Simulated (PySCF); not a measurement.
# One shape, several levels: doublet C3H9NSi+

Wanted: a comparison of 6 runs (U-wB97X/cc-pVDZ, UB2PLYP/cc-pVDZ, UB3LYP/cc-pVDZ, UBHLYP/cc-pVDZ, UCAM-B3LYP/cc-pVDZ, UM06-2X/cc-pVDZ) of doublet C3H9NSi+. The job is set up through a Python script.

The calculation is run with PySCF 2.14.0.

## Step 1: Starting point

C3H9NSi+ has 14 atoms, charge +1, and is taken as a doublet. As SMILES of the parent species, `C[Si]N(C)C`. The shape is that of a PBE0-D4/def2-TZVP optimisation. This is one conformer, not always the lowest. That shape belongs to the parent species and isn't relaxed for this state.

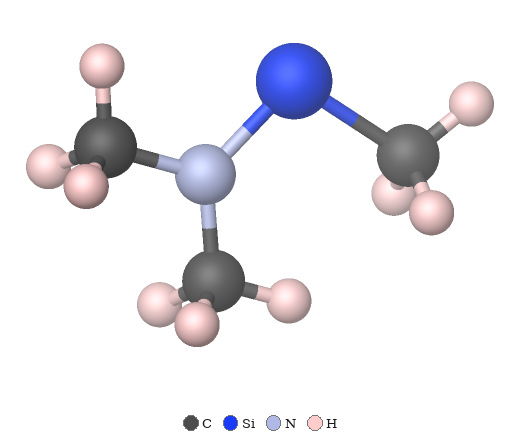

The structure, seen from a chosen angle (carbon dark grey, silicon blue, nitrogen light blue, hydrogen pink).

## Step 2: A single-point energy at U-wB97X/cc-pVDZ (run 1)

The input, job.py:

```python
from pyscf import gto, dft

mol = gto.M(
    atom=[
    ('C', (-1.926900, 0.083900, 1.290000)),
    ('Si', (-0.860000, 1.344200, 0.334800)),
    ('N', (0.370400, 0.332300, -0.310900)),
    ('C', (0.561800, -1.093100, -0.177000)),
    ('C', (1.405000, 0.939100, -1.123500)),
    ('H', (-2.344800, -0.686600, 0.632200)),
    ('H', (-1.362500, -0.422500, 2.081200)),
    ('H', (-2.763700, 0.604300, 1.762300)),
    ('H', (-0.219600, -1.539200, 0.434400)),
    ('H', (1.531400, -1.314500, 0.287000)),
    ('H', (0.552100, -1.581800, -1.159600)),
    ('H', (2.397200, 0.779300, -0.683400)),
    ('H', (1.415100, 0.511300, -2.133800)),
    ('H', (1.231600, 2.014000, -1.204700)),
],
    verbose=3,
    charge=1,
    spin=1,
    basis='cc-pvdz',
    max_memory=1860,
)

mf = dft.UKS(mol)
mf.xc = 'wb97x'
mf.grids.level = 5
mf.conv_tol = 1e-10
mf.kernel()
if not mf.converged:
    mf = mf.newton().run(mf.mo_coeff, mf.mo_occ)

etot = mf.e_tot
print('Final energy', etot)
```

Launch:

```bash
$ OMP_NUM_THREADS=1 python job.py
```

Log:

```text
WARN: HOMO -0.228454007748968 >= LUMO -0.228454007748969

converged SCF energy = -463.616751392668  <S^2> = 0.76030136  2S+1 = 2.010275
Final energy -463.6167513926677
```

Run time: 2.5 min. Hardware: 1 thread of Arm Neoverse V1, shared host; peak memory 0.69 GiB.

## Step 3: A single-point energy at UB2PLYP/cc-pVDZ (run 2)

The input, run.py:

```python
from pyscf import gto, dft, mp

mol = gto.M(
    atom='''
C       -1.926900       0.083900       1.290000
Si      -0.860000       1.344200       0.334800
N        0.370400       0.332300      -0.310900
C        0.561800      -1.093100      -0.177000
C        1.405000       0.939100      -1.123500
H       -2.344800      -0.686600       0.632200
H       -1.362500      -0.422500       2.081200
H       -2.763700       0.604300       1.762300
H       -0.219600      -1.539200       0.434400
H        1.531400      -1.314500       0.287000
H        0.552100      -1.581800      -1.159600
H        2.397200       0.779300      -0.683400
H        1.415100       0.511300      -2.133800
H        1.231600       2.014000      -1.204700
''',
    verbose=4,
    spin=1,
    basis='cc-pvdz',
    max_memory=1860,
    charge=1,
)

ks = dft.UKS(mol)
ks.xc = '0.53*HF + 0.47*B88, 0.73*LYP'
ks.conv_tol = 1e-10
ks.grids.level = 5
ks.kernel()
if not ks.converged:
    ks = ks.newton().run(ks.mo_coeff, ks.mo_occ)

pt = mp.MP2(ks, frozen=9).run()
e_final = ks.e_tot + 0.27 * pt.e_corr
print('PT2 part  %.8f' % (0.27 * pt.e_corr))
print('E = %.10f Eh' % e_final)
```

Launch:

```bash
$ OMP_NUM_THREADS=1 python run.py
```

Log:

```text
PySCF version 2.14.0

[... 65 lines left out ...]
WARN: HOMO -0.220741465037348 >= LUMO -0.220741465037347
[... 62 lines left out ...]
converged SCF energy = -463.122925472535  <S^2> = 0.77153669  2S+1 = 2.021422
[... 1 line left out ...]
******** <class 'pyscf.mp.ump2.UMP2'> ********
nocc = (np.int64(15), np.int64(14)), nmo = (110, 110)
frozen orbitals 9
E(UMP2) = -463.953404852551  E_corr = -0.830479380015875
E(SCS-UMP2) = -463.949475608239  E_corr = -0.82655013570341
E_corr(same-spin) = -0.196182831133431
E_corr(oppo-spin) = -0.634296548882445
PT2 part  -0.22422943
E = -463.3471549051 Eh
```

Run time: 1.9 min. Hardware: 1 thread of Arm Neoverse V1, shared host; peak memory 0.69 GiB.

## Step 4: The energy at UB3LYP/cc-pVDZ (run 3)

The input, run.py:

```python
from pyscf import gto, dft

mol = gto.Mole()
mol.atom = '''
C     -3.641313     0.158548     2.437747
Si    -1.625164     2.540170     0.632680
N      0.699955     0.627956    -0.587516
C      1.061648    -2.065660    -0.334482
C      2.655065     1.774642    -2.123107
H     -4.431030    -1.297486     1.194685
H     -2.574752    -0.798409     3.932898
H     -5.222636     1.141961     3.330264
H     -0.414984    -2.908666     0.820897
H      2.893927    -2.484045     0.542351
H      1.043318    -2.989169    -2.191326
H      4.530051     1.472664    -1.291439
H      2.674151     0.966217    -4.032298
H      2.327387     3.805908    -2.276553
'''
mol.verbose = 3
mol.max_memory = 1860
mol.basis = 'cc-pvdz'
mol.spin = 1
mol.unit = 'bohr'
mol.charge = 1
mol.build()

ks = dft.UKS(mol, xc='b3lyp')
ks.conv_tol = 1e-10
ks.grids.level = 5
ks.kernel()
if not ks.converged:
    ks = ks.newton().run(ks.mo_coeff, ks.mo_occ)

e_tot = ks.e_tot
print('E = %.10f Eh' % e_tot)
```

Launch:

```bash
$ OMP_NUM_THREADS=1 python run.py
```

Log:

```text
converged SCF energy = -463.693865587614  <S^2> = 0.76045986  2S+1 = 2.0104327
E = -463.6938655876 Eh
```

Run time: 1.9 min. Hardware: 1 thread of Arm Neoverse V1, shared host; peak memory 0.69 GiB.

Runs 4 to 5 aren't shown in full; the table further down has their settings and results.

## Step 5: A single-point energy at UM06-2X/cc-pVDZ (run 6)

The input, job.py:

```python
from pyscf import gto, dft

mol = gto.M(
    atom='''
C     -3.641313     0.158548     2.437747
Si    -1.625164     2.540170     0.632680
N      0.699955     0.627956    -0.587516
C      1.061648    -2.065660    -0.334482
C      2.655065     1.774642    -2.123107
H     -4.431030    -1.297486     1.194685
H     -2.574752    -0.798409     3.932898
H     -5.222636     1.141961     3.330264
H     -0.414984    -2.908666     0.820897
H      2.893927    -2.484045     0.542351
H      1.043318    -2.989169    -2.191326
H      4.530051     1.472664    -1.291439
H      2.674151     0.966217    -4.032298
H      2.327387     3.805908    -2.276553
''',
    verbose=3,
    spin=1,
    max_memory=1860,
    unit='bohr',
    charge=1,
    basis='cc-pvdz',
)

mf = dft.UKS(mol)
mf.xc = 'm06-2x'
mf.conv_tol = 1e-10
mf.grids.level = 5
mf.kernel()
if not mf.converged:
    mf = mf.newton().run(mf.mo_coeff, mf.mo_occ)

etot = mf.e_tot
print('Final energy', etot)
```

Launch:

```bash
$ OMP_NUM_THREADS=1 python job.py
```

Log:

```text
WARN: HOMO -0.230190836428475 >= LUMO -0.230190836428477

converged SCF energy = -463.567318164249  <S^2> = 0.76631733  2S+1 = 2.0162513
Final energy -463.5673181642489
```

Run time: 4.4 min. Hardware: 1 thread of Arm Neoverse V1, shared host; peak memory 0.76 GiB.

## Step 6: Overview of the runs

| run | level | frozen core orbitals | energy (Eh) | HOMO energy (eV) | LUMO energy (eV) | ⟨S²⟩ | wall time |
| --- | --- | --- | --- | --- | --- | --- | --- |
| 1 | U-wB97X/cc-pVDZ | – | -463.616751 | -14.72 | -8.20 | 0.760 | 2.5 min |
| 2 | UB2PLYP/cc-pVDZ | 9 | -463.347155 | -13.34 | -8.42 | 0.772 | 1.9 min |
| 3 | UB3LYP/cc-pVDZ | – | -463.693866 | -12.23 | -10.06 | 0.760 | 1.9 min |
| 4 | UBHLYP/cc-pVDZ | – | -463.560580 | -13.44 | -8.90 | 0.765 | 1.9 min |
| 5 | UCAM-B3LYP/cc-pVDZ | – | -463.570259 | -13.71 | -8.77 | 0.761 | 2.6 min |
| 6 | UM06-2X/cc-pVDZ | – | -463.567318 | -13.55 | -8.95 | 0.766 | 4.4 min |

## Step 7: Summary of results

```
                                 quantity          value
                      run 6: total energy  -463.56732 Eh
run 6: HOMO energy (highest over α and β)      -13.55 eV
 run 6: LUMO energy (lowest over α and β)       -8.95 eV
                              run 6: ⟨S²⟩          0.766
```

In words: Totals of different functionals can't be ranked against each other. All runs together took 15 min, the longest 4.4 min.
